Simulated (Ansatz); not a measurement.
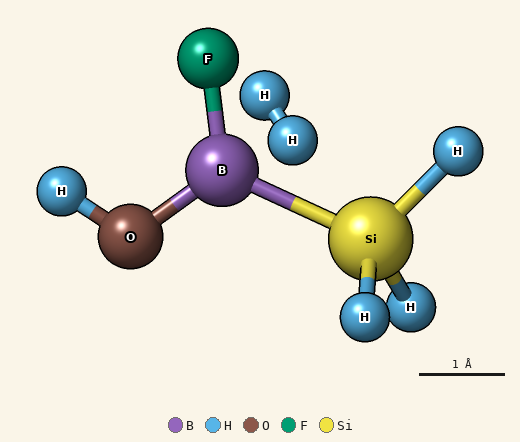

**Figure 1.** The starting structure (ball-and-stick view, seen at a tilt). Bond lengths as drawn: B–F 1.34 Å, B–O 1.35 Å, B–Si 1.97 Å, H–H 0.72 Å, H–O 0.98 Å and H–Si 1.50 to 1.51 Å.

## Geometry relaxation, with input and output: BSiH₆OF (part 1 of 2)

System: BSiH₆OF.
Method: RKS LDA/6-31G* (Ansatz 0.2.0).

It belongs to a series of runs on one base structure; here: end point B relaxed.

The input
```yaml
crystal:
  periodic: [false, false, false]
  atoms:
    - { symbol: B, position_ang: [0.274941, 0.455818, -0.318013] }
    - { symbol: H, position_ang: [-0.628566, -0.095882, 1.831296] }
    - { symbol: O, position_ang: [1.466659, -0.065015, -0.678458] }
    - { symbol: H, position_ang: [1.365763, -0.976271, -1.034227] }
    - { symbol: F, position_ang: [-0.824491, -0.279327, -0.515739] }
    - { symbol: Si, position_ang: [0.196357, 2.247155, 0.498841] }
    - { symbol: H, position_ang: [1.112531, 2.30368, 1.690038] }
    - { symbol: H, position_ang: [0.629004, 3.335429, -0.447091] }
    - { symbol: H, position_ang: [-1.191199, 2.571291, 0.972382] }
    - { symbol: H, position_ang: [-0.292, 0.339522, 2.295872] }
basis:
  gaussian: { orbitals: "6-31G*" }
hamiltonian:
  xc: lda
relax:
  f_tol: 0.03
  max_steps: 50
output:
  orbitals: {}
```

Machine: 1 thread of Arm Neoverse V2, 24 GiB of memory available, shared host.

Command:
```bash
ansatz run input.yaml --threads 1 --pin off --max-ram 2048MiB --backend cpu --events-out ev --progress --plain --runs-dir out
```

Log
```
The last accepted step is kept in [file] (removed where the run ends without a failure and the disk answers)
Engine: ansatz 0.2.0, aarch64-unknown-linux-gnu
Functional definition: SPW92
  exchange = slater_x
  correlation = pw_c
886 factors; their error is unknown
mean field evaluation 1: about -13339.0658 eV, gradient 5.0e1 eV
mean field evaluation 2: about -13324.4430 eV, gradient 1.0e2 eV
mean field evaluation 4: about -13343.5706 eV, gradient 7.0e0 eV
mean field evaluation 8: about -13343.5791 eV, gradient 1.6e-1 eV
mean field evaluation 16: about -13343.5792 eV, gradient 1.5e-5 eV
mean field -13343.57919882 eV, -490.3674909538 hartree, gradient 1.5e-5 eV, S^2 0.000000; 0 other end points of the search recorded, 0 dependent functions left out
the calculation of the forces begins
reference -13343.57922884 eV, -490.3674920569 hartree; 21, 21 occupied and 55, 55 virtual orbitals, 886 factors
relax step   1: F+E_penalty+E_count = -13343.57919882 eV  Δ(F+E_penalty+E_count) = +0.000e0 eV  max|allowed force component| = 1.283e0 eV/Å  Δτ_max = 0.0000 Å  (25 SCF iters, accepted)
these checks for a lower state are left out or cut short: starts, cluster_reference, orbital_swaps, neighbouring_geometries, increment
886 factors; their error is unknown
mean field -13343.67489629 eV, -490.3710077710 hartree, gradient 1.9e-5 eV, S^2 0.000000; 0 other end points of the search recorded, 0 dependent functions left out
[... from here on the field's lines of each further geometry are left out, up to the last ...]
relax step   2: F+E_penalty+E_count = -13343.67489629 eV  Δ(F+E_penalty+E_count) = -9.570e-2 eV  max|allowed force component| = 4.509e-1 eV/Å  Δτ_max = 0.1921 Å  (27 SCF iters, accepted)
relax step   3: F+E_penalty+E_count = -13343.68776658 eV  Δ(F+E_penalty+E_count) = -1.287e-2 eV  max|allowed force component| = 2.788e-1 eV/Å  Δτ_max = 0.1082 Å  (26 SCF iters, accepted)
relax step   4: F+E_penalty+E_count = -13343.69115843 eV  Δ(F+E_penalty+E_count) = -3.392e-3 eV  max|allowed force component| = 1.991e-1 eV/Å  Δτ_max = 0.0533 Å  (26 SCF iters, accepted)
relax step   5: F+E_penalty+E_count = -13343.69642427 eV  Δ(F+E_penalty+E_count) = -5.266e-3 eV  max|allowed force component| = 1.384e-1 eV/Å  Δτ_max = 0.1165 Å  (27 SCF iters, accepted)
relax step   6: F+E_penalty+E_count = -13343.69921441 eV  Δ(F+E_penalty+E_count) = -2.790e-3 eV  max|allowed force component| = 2.892e-1 eV/Å  Δτ_max = 0.1016 Å  (27 SCF iters, accepted)
relax step   7: F+E_penalty+E_count = -13343.70354126 eV  Δ(F+E_penalty+E_count) = -4.327e-3 eV  max|allowed force component| = 2.126e-1 eV/Å  Δτ_max = 0.0430 Å  (26 SCF iters, accepted)
relax step   8: F+E_penalty+E_count = -13343.70848557 eV  Δ(F+E_penalty+E_count) = -4.944e-3 eV  max|allowed force component| = 1.369e-1 eV/Å  Δτ_max = 0.0968 Å  (27 SCF iters, accepted)
relax step   9: F+E_penalty+E_count = -13343.70839980 eV  Δ(F+E_penalty+E_count) = +8.578e-5 eV  max|allowed force component| = 3.257e-1 eV/Å  Δτ_max = 0.1191 Å  (27 SCF iters, rejected (line search))
relax step  10: F+E_penalty+E_count = -13343.71094588 eV  Δ(F+E_penalty+E_count) = -2.460e-3 eV  max|allowed force component| = 7.743e-2 eV/Å  Δτ_max = 0.0569 Å  (27 SCF iters, accepted)
relax step  11: F+E_penalty+E_count = -13343.71488747 eV  Δ(F+E_penalty+E_count) = -3.942e-3 eV  max|allowed force component| = 2.109e-2 eV/Å  Δτ_max = 0.0998 Å  (27 SCF iters, accepted)
relax step  12: F+E_penalty+E_count = -13343.71486482 eV  Δ(F+E_penalty+E_count) = +2.265e-5 eV  max|allowed force component| = 3.396e-1 eV/Å  Δτ_max = 0.1463 Å  (27 SCF iters, rejected (line search))
relax step  13: F+E_penalty+E_count = -13343.71720075 eV  Δ(F+E_penalty+E_count) = -2.313e-3 eV  max|allowed force component| = 5.518e-2 eV/Å  Δτ_max = 0.0713 Å  (26 SCF iters, accepted)
relax step  14: F+E_penalty+E_count = -13343.71893407 eV  Δ(F+E_penalty+E_count) = -1.733e-3 eV  max|allowed force component| = 1.197e-1 eV/Å  Δτ_max = 0.0731 Å  (27 SCF iters, accepted)
relax step  15: F+E_penalty+E_count = -13343.71997933 eV  Δ(F+E_penalty+E_count) = -1.045e-3 eV  max|allowed force component| = 1.971e-1 eV/Å  Δτ_max = 0.0803 Å  (27 SCF iters, accepted)
relax step  16: F+E_penalty+E_count = -13343.72161720 eV  Δ(F+E_penalty+E_count) = -1.638e-3 eV  max|allowed force component| = 1.445e-1 eV/Å  Δτ_max = 0.0432 Å  (27 SCF iters, accepted)
relax step  17: F+E_penalty+E_count = -13343.72226625 eV  Δ(F+E_penalty+E_count) = -6.490e-4 eV  max|allowed force component| = 1.889e-1 eV/Å  Δτ_max = 0.1217 Å  (27 SCF iters, accepted)
relax step  18: F+E_penalty+E_count = -13343.72435373 eV  Δ(F+E_penalty+E_count) = -2.087e-3 eV  max|allowed force component| = 1.450e-1 eV/Å  Δτ_max = 0.0296 Å  (27 SCF iters, accepted)
relax step  19: F+E_penalty+E_count = -13343.72565047 eV  Δ(F+E_penalty+E_count) = -1.297e-3 eV  max|allowed force component| = 7.178e-2 eV/Å  Δτ_max = 0.0716 Å  (26 SCF iters, accepted)
relax step  20: F+E_penalty+E_count = -13343.72657259 eV  Δ(F+E_penalty+E_count) = -9.221e-4 eV  max|allowed force component| = 1.322e-2 eV/Å  Δτ_max = 0.0491 Å  (27 SCF iters, accepted)
relax step  21: F+E_penalty+E_count = -13343.72536858 eV  Δ(F+E_penalty+E_count) = +1.204e-3 eV  max|allowed force component| = 2.412e-1 eV/Å  Δτ_max = 0.1339 Å  (26 SCF iters, rejected (line search))
relax step  22: F+E_penalty+E_count = -13343.72718428 eV  Δ(F+E_penalty+E_count) = -6.117e-4 eV  max|allowed force component| = 4.400e-2 eV/Å  Δτ_max = 0.0653 Å  (27 SCF iters, accepted)
relax step  23: F+E_penalty+E_count = -13343.72733151 eV  Δ(F+E_penalty+E_count) = -1.472e-4 eV  max|allowed force component| = 9.259e-2 eV/Å  Δτ_max = 0.0642 Å  (27 SCF iters, accepted)
relax step  24: F+E_penalty+E_count = -13343.72764415 eV  Δ(F+E_penalty+E_count) = -3.126e-4 eV  max|allowed force component| = 3.698e-2 eV/Å  Δτ_max = 0.0126 Å  (27 SCF iters, accepted)
relax step  25: F+E_penalty+E_count = -13343.72764417 eV  Δ(F+E_penalty+E_count) = -2.279e-8 eV  max|allowed force component| = 3.699e-2 eV/Å  Δτ_max = 0.0001 Å  (17 SCF iters, accepted)
relax step  26: F+E_penalty+E_count = -13343.72777651 eV  Δ(F+E_penalty+E_count) = -1.323e-4 eV  max|allowed force component| = 4.594e-2 eV/Å  Δτ_max = 0.0242 Å  (27 SCF iters, accepted)
relax step  27: F+E_penalty+E_count = -13343.72801516 eV  Δ(F+E_penalty+E_count) = -2.386e-4 eV  max|allowed force component| = 1.353e-2 eV/Å  Δτ_max = 0.0240 Å  (26 SCF iters, accepted)
relax step  28: F+E_penalty+E_count = -13343.72812736 eV  Δ(F+E_penalty+E_count) = -1.122e-4 eV  max|allowed force component| = 4.481e-2 eV/Å  Δτ_max = 0.0560 Å  (27 SCF iters, accepted)
the calculation of the forces begins
reference -13343.72824403 eV, -490.3729682644 hartree; 21, 21 occupied and 55, 55 virtual orbitals, 886 factors
relax step  29: F+E_penalty+E_count = -13343.72821315 eV  Δ(F+E_penalty+E_count) = -8.579e-5 eV  max|allowed force component| = 2.287e-2 eV/Å  Δτ_max = 0.0057 Å  (22 SCF iters, accepted)
886 factors; their error is unknown
mean field evaluation 224: about -13343.7282 eV, gradient 8.1e-5 eV
```

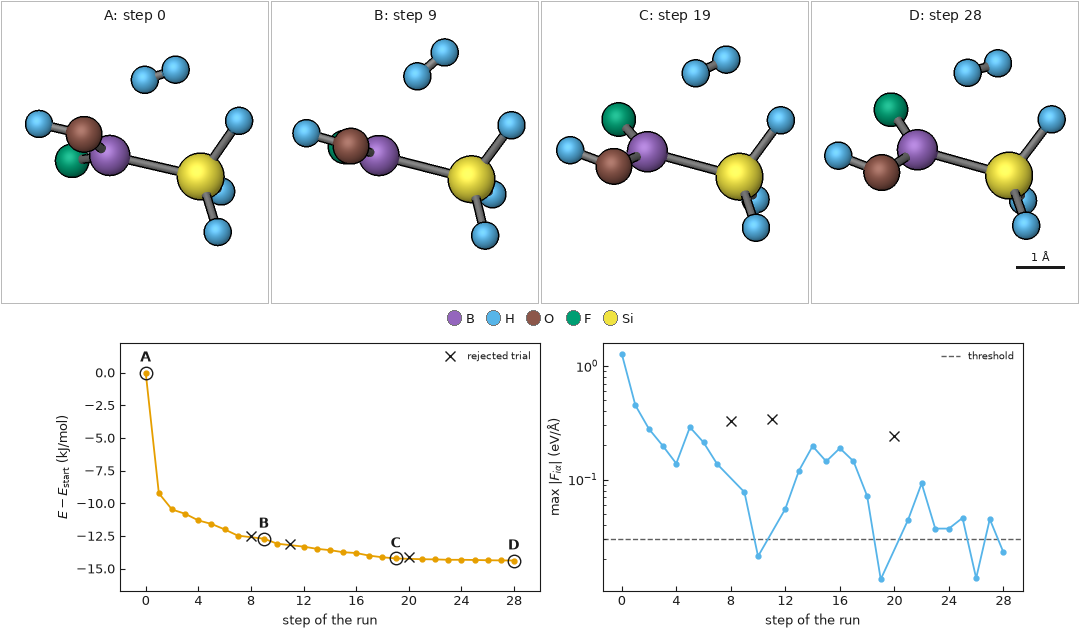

**Figure 2.** Frames of the relaxation (ball-and-stick view, seen at a tilt) above the curves, on which the letters mark them (the first geometry is step 0 here and step 1 in the log).

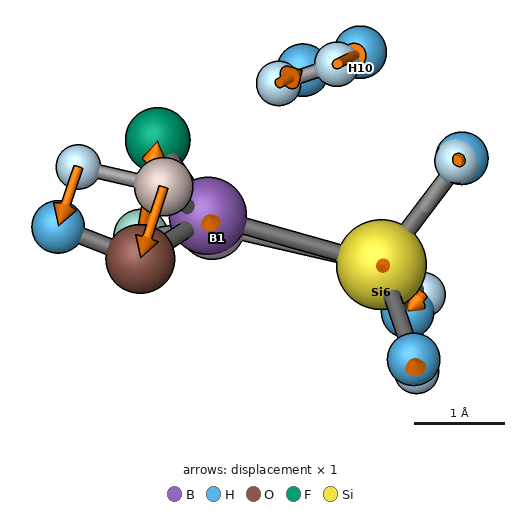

**Figure 3.** Start (faint) and end (solid) with the displacements as orange arrows, at true length (ball-and-stick view, seen at a tilt). The two geometries are laid on each other by the best rigid fit. After 28 geometry steps the energy has fallen by 14.4 kJ/mol. Largest force component: 1.3 eV/Å at the start, 0.023 eV/Å at the end. The line search rejected the trial steps at points 8, 11, 20 (counted from 0) and went back. The atom that moves furthest after the best rigid fit is F5 (1.17 Å). Largest moves by element: F 1.17 Å, H 0.98 Å, O 0.85 Å, B 0.25 Å, Si 0.13 Å. Distances before and after: H2–H10 0.720 → 0.768 Å, B1–Si6 1.970 → 2.016 Å, Si6–H8 1.505 → 1.501 Å. (Atoms are counted from 1 in the order of the input.)

```
mean field -13343.72821315 eV, -490.3729671295 hartree, gradient 1.4e-5 eV, S^2 0.000000; 1 other end points of the search recorded, 0 dependent functions left out
the calculation of the forces begins
reference -13343.72824403 eV, -490.3729682644 hartree; 21, 21 occupied and 55, 55 virtual orbitals, 886 factors
Total energy: -13343.72824403 eV, -490.3729682644 hartree
Atom 0 at     0.520089     0.387712    -0.331370 Å, force     0.010850    -0.014330    -0.004661 eV/Å
Atom 1 at    -0.858999    -0.028990     2.197519 Å, force    -0.002365     0.004227     0.007789 eV/Å
Atom 2 at     1.239612     0.212983    -1.456959 Å, force    -0.019666     0.002635     0.022869 eV/Å
Atom 3 at     1.264720    -0.734193    -1.722074 Å, force    -0.003087    -0.006096     0.002723 eV/Å
Atom 4 at    -0.037492    -0.683039     0.247128 Å, force     0.014590     0.017880    -0.019488 eV/Å
Atom 5 at     0.312059     2.229742     0.461449 Å, force    -0.002748     0.000723    -0.001347 eV/Å
Atom 6 at     0.998775     2.305207     1.796654 Å, force     0.002468    -0.001709     0.002888 eV/Å
Atom 7 at     0.902584     3.281278    -0.432046 Å, force     0.000566     0.000609    -0.000768 eV/Å
Atom 8 at    -1.137303     2.554169     0.690283 Å, force    -0.002882     0.000699    -0.001230 eV/Å
Atom 9 at    -1.095046     0.311532     2.844316 Å, force     0.002274    -0.004637    -0.008774 eV/Å
Dipole moment:     0.076376    -0.332171    -0.201854 e Å
```
